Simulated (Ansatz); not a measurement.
The starting structures come from a database of crystals and need not be the phases stable at ambient conditions.

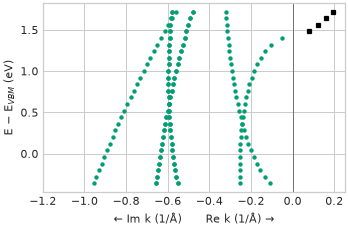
Figure. Complex bands at the centre of the two-dimensional zone; r2SCAN run with Ansatz (an electronic-structure program)

The gap is the functional's own, uncorrected, and κ follows it; spin-orbit coupling is left out. Mid-gap values are interpolated between the computed energies.

**Question.** This is LaN (P6_3mc, wurtzite, not sure to be the ambient phase, 4 atoms a cell, 21.9 Å³ an atom) along the normal of (001). Read off the slowest decay at the centre of the two-dimensional zone at 0.68 eV, the computed energy nearest the middle of the gap.

**Answer.** κ ≈ 0.22 1/Å, a decay length 1/(2κ) of the density of 2.2 Å.
